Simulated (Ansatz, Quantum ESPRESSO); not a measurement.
# Rb3SCl (Pm-3m): third-order response, part 2 of 3

Aim: Raman and infrared lines of Rb3SCl (Pm-3m).

Quantum ESPRESSO 8.0 development, patched; DFT LDA, scalar-relativistic, plane waves, PseudoDojo norm-conserving pseudopotentials.

So far. Step 2 (A probe with smearing): A gap of 1.2 eV opens on this mesh, so the crystal is taken as an insulator; the start stands at -1.5 GPa. Step 4 (Ground state): The cell stands at -0.015 GPa, close enough for phonons. The relaxed cell has a = 6.071 Å (conventional setting).

The structure was built from a prototype and need not be the compound's stable phase.

## Step 5: Zone-centre response

At q = 0 one unit cell holds all displacements; symmetry groups them into irreducible representations that are solved one by one. The response to a field gives ε∞ and the Born charges, which polar modes need. Third-order response adds the Raman tensors.

ph.in reads:

```
phonons
&INPUTPH
  prefix = 'x'
  outdir = './tmp'
  fildyn = 'g.dyn'
  tr2_ph = 1.0d-18
  epsil  = .true.
  lraman = .true.
  elop   = .true.
/
0.000000000000 0.000000000000 0.000000000000
```

The run is started by

```bash
$ OMP_NUM_THREADS=1 mpirun -n 4 ph.x -nk 4 -in ph.in > ph.out
```

The program printed:

```text
[banners, grids, parts of the stress and lines that vanish by symmetry left out]
[banner, memory and clock lines left out]
Program PHONON v.8.0dev

[...]
(   1q-points):
[...]
Exchange-correlation= PW
                           (   1   4   0   0   0   0   0)
[...]
kinetic-energy cut-off    =      48.0000  Ry
     charge density cut-off    =     192.0000  Ry
     convergence threshold     =      1.0E-18
[...]
Exchange-correlation= PW
                           (   1   4   0   0   0   0   0)
[...]
q = (   0.0000000   0.0000000   0.0000000 )
     49 Sym.Ops. (with q -> -q+G )
     G cutoff =  640.1237  (  67715 G-vectors)     FFT grid: ( 54, 54, 54)
     number of k points=    10
[...]
Mode symmetry, O_h (m-3m)  point group:
[...]
Dielectric constant
[...]
End of electric fields calculation
          Dielectric constant in cartesian axis
          (       2.902137465       0.000000000       0.000000000 )
          (       0.000000000       2.902137465       0.000000000 )
          (       0.000000000       0.000000000       2.902137465 )
          Effective charges (d Force / dE) in cartesian axis without acoustic sum rule applied (asr)
           atom    1  Cl    Mean Z*:       -1.32877
      Ex  (       -1.32877        0.00000        0.00000 )
      Ey  (        0.00000       -1.32877        0.00000 )
      Ez  (        0.00000        0.00000       -1.32877 )
           atom    2  S     Mean Z*:       -2.13727
      Ex  (       -2.13727        0.00000        0.00000 )
      Ey  (        0.00000       -2.13727        0.00000 )
      Ez  (        0.00000        0.00000       -2.13727 )
           atom    3  Rb    Mean Z*:        1.13787
      Ex  (        1.00324        0.00000        0.00000 )
      Ey  (        0.00000        1.00324        0.00000 )
      Ez  (        0.00000        0.00000        1.40712 )
           atom    4  Rb    Mean Z*:        1.13787
      Ex  (        1.00324        0.00000        0.00000 )
      Ey  (        0.00000        1.40712        0.00000 )
      Ez  (        0.00000        0.00000        1.00324 )
           atom    5  Rb    Mean Z*:        1.13787
      Ex  (        1.40712        0.00000        0.00000 )
      Ey  (        0.00000        1.00324        0.00000 )
      Ez  (        0.00000        0.00000        1.00324 )
          Effective charges Sum: Mean:       -0.05243
[...]
Effective charges (d Force / dE) in cartesian axis with asr applied:
           atom    1  Cl    Mean Z*:       -1.31828
[...]
atom    2  S     Mean Z*:       -2.12678
[...]
atom    3  Rb    Mean Z*:        1.14835
[...]
atom    4  Rb    Mean Z*:        1.14835
[...]
atom    5  Rb    Mean Z*:        1.14835
[...]
Dielectric constant from finite-differences
          (       2.902141916       0.000000000       0.000000000 )
          (       0.000000000       2.902141916       0.000000000 )
          (       0.000000000       0.000000000       2.902141916 )
[...]
(       0.000000000       0.000000000       0.000000000 )
          (       0.000000000       0.000000000      -0.000000000 )
          (       0.000000000      -0.000000000       0.000000000 )
          (       0.000000000       0.000000000      -0.000000000 )
          (       0.000000000       0.000000000       0.000000000 )
          (       0.000000000       0.000000000       0.000000000 )
          (       0.000000000      -0.000000000       0.000000000 )
          (      -0.000000000       0.000000000       0.000000000 )
[...]
(       0.000000000       0.000000000       0.000000000 )
          (      -0.000000000       0.000000000       0.000000000 )
          (       0.000000000       0.000000000       0.000000000 )
          (       0.000000000       0.000000000       0.000000000 )
          (       0.000000000       0.000000000       0.000000000 )
[...]
Representation #   1 modes #   1   2   3
[...]
End of self-consistent calculation
     Convergence has been achieved
     Representation #   2 modes #   4   5   6
[...]
End of self-consistent calculation
     Convergence has been achieved
     Representation #   3 modes #   7   8   9
[...]
End of self-consistent calculation
     Convergence has been achieved
     Representation #   4 modes #  10  11  12
[...]
End of self-consistent calculation
     Convergence has been achieved
     Representation #   5 modes #  13  14  15
[...]
End of self-consistent calculation
     Convergence has been achieved
[...]
Dielectric constant in cartesian axis
          (       2.902137465       0.000000000       0.000000000 )
          (       0.000000000       2.902137465       0.000000000 )
          (       0.000000000       0.000000000       2.902137465 )
          Effective charges (d Force / dE) in cartesian axis without acoustic sum rule applied (asr)
           atom    1  Cl    Mean Z*:       -1.32877
      Ex  (       -1.32877        0.00000        0.00000 )
      Ey  (        0.00000       -1.32877        0.00000 )
      Ez  (        0.00000        0.00000       -1.32877 )
           atom    2  S     Mean Z*:       -2.13727
      Ex  (       -2.13727        0.00000        0.00000 )
      Ey  (        0.00000       -2.13727        0.00000 )
      Ez  (        0.00000        0.00000       -2.13727 )
           atom    3  Rb    Mean Z*:        1.13787
      Ex  (        1.00324        0.00000        0.00000 )
      Ey  (        0.00000        1.00324        0.00000 )
      Ez  (        0.00000        0.00000        1.40712 )
           atom    4  Rb    Mean Z*:        1.13787
      Ex  (        1.00324        0.00000        0.00000 )
      Ey  (        0.00000        1.40712        0.00000 )
      Ez  (        0.00000        0.00000        1.00324 )
           atom    5  Rb    Mean Z*:        1.13787
      Ex  (        1.40712        0.00000        0.00000 )
      Ey  (        0.00000        1.00324        0.00000 )
      Ez  (        0.00000        0.00000        1.00324 )
          Effective charges Sum: Mean:       -0.05243
[...]
Effective charges (d Force / dE) in cartesian axis with asr applied:
           atom    1  Cl    Mean Z*:       -1.31828
[...]
atom    2  S     Mean Z*:       -2.12678
[...]
atom    3  Rb    Mean Z*:        1.14835
[...]
atom    4  Rb    Mean Z*:        1.14835
[...]
atom    5  Rb    Mean Z*:        1.14835
[...]
q = (    0.000000000   0.000000000   0.000000000 )
[...]
freq (    1) =      -2.117066 [THz] =     -70.617719 [cm-1]
     freq (    2) =      -2.117066 [THz] =     -70.617719 [cm-1]
     freq (    3) =      -2.117066 [THz] =     -70.617719 [cm-1]
     freq (    4) =      -1.078147 [THz] =     -35.963127 [cm-1]
     freq (    5) =      -1.078147 [THz] =     -35.963127 [cm-1]
     freq (    6) =      -1.078147 [THz] =     -35.963127 [cm-1]
     freq (    7) =      -0.014758 [THz] =      -0.492279 [cm-1]
     freq (    8) =      -0.014758 [THz] =      -0.492279 [cm-1]
     freq (    9) =      -0.014758 [THz] =      -0.492279 [cm-1]
     freq (   10) =       1.912217 [THz] =      63.784688 [cm-1]
     freq (   11) =       1.912217 [THz] =      63.784688 [cm-1]
     freq (   12) =       1.912217 [THz] =      63.784688 [cm-1]
     freq (   13) =       6.290021 [THz] =     209.812512 [cm-1]
     freq (   14) =       6.290021 [THz] =     209.812512 [cm-1]
     freq (   15) =       6.290021 [THz] =     209.812512 [cm-1]
[...]
Mode symmetry, O_h (m-3m)  point group:
     freq (   1-   3) =        -70.6  [cm-1]   --> T_1u G_15  G_4- I
     freq (   4-   6) =        -36.0  [cm-1]   --> T_2u G_25  G_5-
     freq (   7-   9) =         -0.5  [cm-1]   --> T_1u G_15  G_4- I
     freq (  10-  12) =         63.8  [cm-1]   --> T_1u G_15  G_4- I
     freq (  13-  15) =        209.8  [cm-1]   --> T_1u G_15  G_4- I
```

It took 25 min on 4 MPI ranks of Arm Neoverse V1, shared host.

Read from the output:

| Quantity | Value |
| --- | --- |
| miss of the charge sum rule | 0.05244 e |
| largest acoustic frequency at the zone centre before the sum rule | -0.49 cm⁻¹ |
| highest optical zone-centre mode (no LO-TO term) | 209.8 cm⁻¹ |
| lowest optical zone-centre mode | -70.62 cm⁻¹ |
| mean high-frequency dielectric constant | 2.902 |
| largest Born charge in size (third of the trace) | 2.137 e |

Born charge (rows field, columns displacement), before the sum rule (e), principal values of the symmetric part by kind of site:

```
atom  atoms with these values    low  middle   high   mean
 Cl1                        1  -1.33   -1.33  -1.33  -1.33
  S2                        1  -2.14   -2.14  -2.14  -2.14
 Rb3                        3   1.00    1.00   1.41   1.14
```

In full for Cl1:

```
-1.33  0.00  0.00
 0.00 -1.33  0.00
 0.00  0.00 -1.33
```

High-frequency dielectric tensor:

```
2.90 0.00 0.00
0.00 2.90 0.00
0.00 0.00 2.90
```

The acoustic modes at Γ come out as far as 0.5 cm⁻¹ from zero, where they should vanish, a small numerical error; the Born charges miss their sum rule by 0.052 e, too much: mesh or cutoff is short for the field response. The lowest optical mode is imaginary, 71i cm⁻¹, an instability at this level and on this k mesh.

## Step 6: Modes with the sum rule

A rigid shift of the crystal must cost nothing, but grids and finite bases break this; the acoustic sum rule is imposed before the matrix is diagonalised again. With Born charges the intensities follow; a static dielectric tensor has no meaning with imaginary modes.

dynmat.in reads:

```
&INPUT
  fildyn = 'g.dyn'
  asr    = 'simple'
  fileig = 'dynmat.eig'
  lperm  = .true.
/
```

The run is started by

```bash
$ dynmat.x -in dynmat.in > dynmat.out
```

The program printed:

```text
[banner, memory and clock lines left out]
Program DYNMAT v.8.0dev

     Reading Dynamical Matrix from file g.dyn
     ...Force constants read
     ...epsilon and Z* read
     ...Raman cross sections read
     A direction for q was not specified:TO-LO splitting will be absent

     Polarizability (A^3 units)
     multiply by 0.611978 for Clausius-Mossotti correction (not under assume_isolated = 'mt')
        33.870298    0.000000    0.000000
         0.000000   33.870298    0.000000
         0.000000    0.000000   33.870298

     IR activities are in (D/A)^2/amu units

# mode   [cm-1]    [THz]      IR
    1    -70.62   -2.1172    2.0283
    2    -70.62   -2.1172    2.0283
    3    -70.62   -2.1172    2.0283
    4    -35.96   -1.0780    0.0000
    5    -35.96   -1.0780    0.0000
    6    -35.96   -1.0780    0.0000
    7     -0.00   -0.0000    0.0000
    8     -0.00   -0.0000    0.0000
    9      0.00    0.0000    0.0000
   10     63.79    1.9123    0.0351
   11     63.79    1.9123    0.0351
   12     63.79    1.9123    0.0351
   13    209.81    6.2901    3.4198
   14    209.81    6.2901    3.4198
   15    209.81    6.2901    3.4198

Electronic dielectric permittivity tensor (relative, adimensional)
         2.902137    0.000000    0.000000
         0.000000    2.902137    0.000000
         0.000000    0.000000    2.902137

 ... with zone-center polar mode contributions
         3.724927   -0.000000   -0.000000
        -0.000000    3.724927   -0.000000
        -0.000000   -0.000000    3.724927

[end of the log left out, with the tail of the file of modes that dynmat.x writes under the same name]
```

Elapsed: 0.47 s, on 1 thread.

Unit eigenvectors of the mass-weighted matrix after the sum rule; no LO-TO term. The modes at Γ (shares of kinetic energy by element, %) (negative means imaginary):

```
mode  frequency (cm⁻¹)  Cl %  S %  Rb %
   1             -70.6    69    2    29
   2             -70.6    69    2    29
   3             -70.6    69    2    29
   4             -36.0     0    0   100
   5             -36.0     0    0   100
   6             -36.0     0    0   100
   7               0.0    11   10    79
   8               0.0    11   10    79
   9               0.0    11   10    79
  10              63.8    20   20    60
  11              63.8    20   20    60
  12              63.8    20   20    60
  13             209.8     0   68    32
  14             209.8     0   68    32
  15             209.8     0   68    32
```

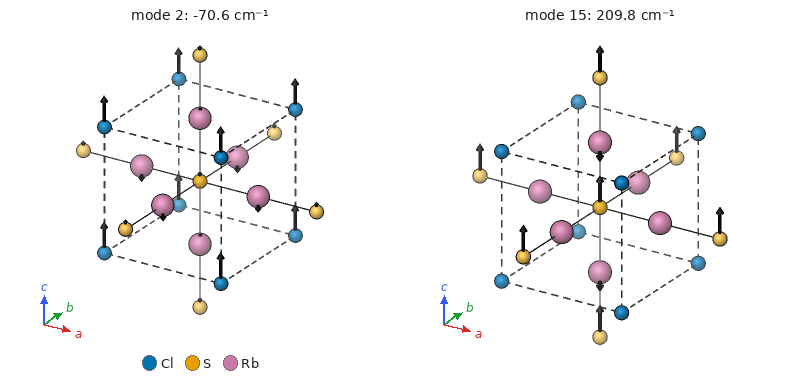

Displacement patterns of modes 2 and 15 at Γ; arrows are exaggerated. Some periodic images of atoms are drawn too.

Degenerate modes summed, no LO-TO term; imaginary modes left out. Lines of the infrared spectrum (strongest = 100):

```
position (cm⁻¹)  lines merged  IR intensity, relative
             64             3                     1.0
            210             3                     100
```

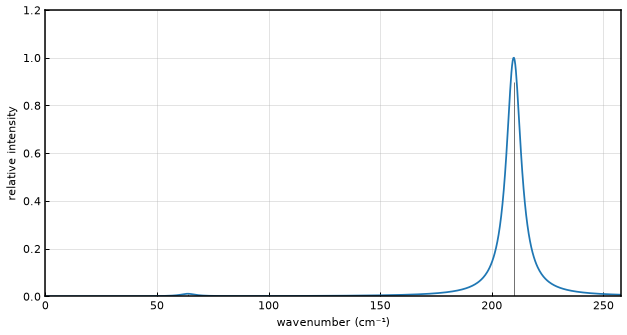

The infrared spectrum, broadened with Lorentzians of width 8 cm⁻¹; bars mark the lines.

The rule moves no optical mode by more than 0.1 cm⁻¹.

## Step 7: Sum rules set otherwise (asr no)

Without the rule the raw error of the acoustic modes shows.

dynmat.in reads:

```
&INPUT
  fildyn = 'g.dyn'
  asr    = 'no'
  fileig = 'dynmat.eig'
  lperm  = .true.
/
```

The run is started by

```bash
$ dynmat.x -in dynmat.in > dynmat.out
```

The program printed:

```text
[banner, memory and clock lines left out]
Program DYNMAT v.8.0dev

     Reading Dynamical Matrix from file g.dyn
     ...Force constants read
     ...epsilon and Z* read
     ...Raman cross sections read
     A direction for q was not specified:TO-LO splitting will be absent

     Polarizability (A^3 units)
     multiply by 0.611978 for Clausius-Mossotti correction (not under assume_isolated = 'mt')
        33.870298    0.000000    0.000000
         0.000000   33.870298    0.000000
         0.000000    0.000000   33.870298

     IR activities are in (D/A)^2/amu units

# mode   [cm-1]    [THz]      IR
    1    -70.62   -2.1171    2.0422
    2    -70.62   -2.1171    2.0422
    3    -70.62   -2.1171    2.0422
    4    -35.96   -1.0781    0.0000
    5    -35.96   -1.0781    0.0000
    6    -35.96   -1.0781    0.0000
    7     -0.49   -0.0147    0.0002
    8     -0.49   -0.0147    0.0002
    9     -0.49   -0.0147    0.0002
   10     63.78    1.9122    0.0352
   11     63.78    1.9122    0.0352
   12     63.78    1.9122    0.0352
   13    209.81    6.2900    3.4365
   14    209.81    6.2900    3.4365
   15    209.81    6.2900    3.4365

Electronic dielectric permittivity tensor (relative, adimensional)
         2.902137    0.000000    0.000000
         0.000000    2.902137    0.000000
         0.000000    0.000000    2.902137

 ... with zone-center polar mode contributions
         3.728716    0.000000    0.000000
         0.000000    3.728716   -0.000000
         0.000000   -0.000000    3.728716

[end of the log left out, with the tail of the file of modes that dynmat.x writes under the same name]
```

The job ended after 0.45 s (1 thread).

Zone-centre frequencies as printed; negative means imaginary. Modes:

```
mode  frequency (cm⁻¹)
   1            -70.62
   2            -70.62
   3            -70.62
   4            -35.96
   5            -35.96
   6            -35.96
   7             -0.49
   8             -0.49
   9             -0.49
  10             63.78
  11             63.78
  12             63.78
  13             209.8
  14             209.8
  15             209.8
```

Against the first rule no mode moves by more than 0.5 cm⁻¹.

## Step 8: Sum rules set otherwise: a sum rule for molecules or wires on a crystal

This rule also removes rotations, which suits wires and not a crystal; it is tried to see the harm.

dynmat.in reads:

```
&INPUT
  fildyn = 'g.dyn'
  asr    = 'one-dim'
  fileig = 'dynmat.eig'
  lperm  = .true.
/
```

The run is started by

```bash
$ dynmat.x -in dynmat.in > dynmat.out
```

The program printed:

```text
[banner, memory and clock lines left out]
Program DYNMAT v.8.0dev

     Reading Dynamical Matrix from file g.dyn
     ...Force constants read
     ...epsilon and Z* read
     ...Raman cross sections read
asr rotation axis in 1D system=    3
     Acoustic Sum Rule: || Z*(ASR) - Z*(orig)|| =    4.060961E-02
     Acoustic Sum Rule: ||dyn(ASR) - dyn(orig)||=    2.333629E-02
     Message from routine dynmat:
     WARNING: the charges keep any dipole. Ignore the strengths of the modes set to zero; with q typed a rigid rotation may get a frequency
     A direction for q was not specified:TO-LO splitting will be absent

     Polarizability (A^3 units)
     multiply by 0.611978 for Clausius-Mossotti correction (not under assume_isolated = 'mt')
        33.870298    0.000000    0.000000
         0.000000   33.870298    0.000000
         0.000000    0.000000   33.870298

     IR activities are in (D/A)^2/amu units

# mode   [cm-1]    [THz]      IR
    1    -70.62   -2.1171    2.0284
    2    -70.62   -2.1171    2.0284
    3    -65.97   -1.9779    1.9522
    4    -35.96   -1.0781    0.0000
    5    -35.96   -1.0781    0.0000
    6     -0.00   -0.0000    0.0072
    7     -0.00   -0.0000    0.0018
    8     -0.00   -0.0000    0.0031
    9      0.00    0.0000    0.0162
   10     26.34    0.7896    0.1622
   11     63.78    1.9122    0.0351
   12     63.78    1.9122    0.0351
   13    209.81    6.2900    3.4198
   14    209.81    6.2900    3.4198
   15    211.16    6.3304    3.3407

Electronic dielectric permittivity tensor (relative, adimensional)
         2.902137    0.000000    0.000000
         0.000000    2.902137    0.000000
         0.000000    0.000000    2.902137

 ... with zone-center polar mode contributions
         4.784725   -1.059845    0.000000
        -1.059845    4.784725   -0.000000
         0.000000   -0.000000    3.724880

[end of the log left out, with the tail of the file of modes that dynmat.x writes under the same name]
```

It took 0.45 s on 1 thread.

The program raised no error, yet the settings are not those of a careful run.

The fault: a sum rule for molecules or wires on a crystal; 1 optical mode is projected out to zero frequency, as if it were a rotation.

For a crystal the rule has to be 'simple' or 'crystal'.

Zone-centre frequencies as printed; negative means imaginary. Modes:

```
mode  frequency (cm⁻¹)
   1            -70.62
   2            -70.62
   3            -65.97
   4            -35.96
   5            -35.96
   6                 0
   7                 0
   8                 0
   9                 0
  10             26.34
  11             63.78
  12             63.78
  13             209.8
  14             209.8
  15             211.2
```

## Step 9: The LO-TO splitting (1 0 0)

A longitudinal polar mode sets up a macroscopic field that stiffens it; the term hangs on the direction from which q goes to zero.

dynmat.in reads:

```
&INPUT
  fildyn = 'g.dyn'
  asr    = 'simple'
  fileig = 'dynmat.eig'
  q(1)   = 1.0
  q(2)   = 0.0
  q(3)   = 0.0
/
```

The run is started by

```bash
$ dynmat.x -in dynmat.in > dynmat.out
```

The program printed:

```text
[banner, memory and clock lines left out]
Program DYNMAT v.8.0dev

     Reading Dynamical Matrix from file g.dyn
     ...Force constants read
     ...epsilon and Z* read
     ...Raman cross sections read

     Polarizability (A^3 units)
     multiply by 0.611978 for Clausius-Mossotti correction (not under assume_isolated = 'mt')
        33.870298    0.000000    0.000000
         0.000000   33.870298    0.000000
         0.000000    0.000000   33.870298

     IR activities are in (D/A)^2/amu units

# mode   [cm-1]    [THz]      IR
    1    -70.62   -2.1172    2.0283
    2    -70.62   -2.1172    2.0283
    3    -35.96   -1.0780    0.0000
    4    -35.96   -1.0780    0.0000
    5    -35.96   -1.0780    0.0000
    6     -0.00   -0.0000    0.0000
    7     -0.00   -0.0000    0.0000
    8      0.00    0.0000    0.0000
    9     13.88    0.4160    1.1630
   10     63.79    1.9123    0.0351
   11     63.79    1.9123    0.0351
   12     65.37    1.9598    0.1075
   13    209.81    6.2901    3.4198
   14    209.81    6.2901    3.4198
   15    238.00    7.1352    4.2128

[end of the log left out, with the tail of the file of modes that dynmat.x writes under the same name]
```

It took 0.45 s on 1 thread.

Numbers from this step:

| Item | Value |
| --- | --- |
| highest mode moved by the LO-TO term | 238 cm⁻¹ |

Zone-centre frequencies as printed; negative means imaginary. Modes:

```
mode  frequency (cm⁻¹)
   1            -70.62
   2            -70.62
   3            -35.96
   4            -35.96
   5            -35.96
   6                 0
   7                 0
   8                 0
   9             13.88
  10             63.79
  11             63.79
  12             65.37
  13             209.8
  14             209.8
  15               238
```

The field moves 3 modes; the highest of them now lies at 238 cm⁻¹, where the highest that moved away lay at 210.

[end of part 2 of 3]

[Host names and launcher messages were left out of these logs when they were recorded.]

[Logs are printed without paths, hosts, clocks, repeated set-up lines and the standing remarks that a program may print on its own settings, such as how far it seeks lower states.]

[Hosts, paths, dates, database ids (printed as entryN), source tags and the programs' standing remarks are cut or masked in the printed files.]
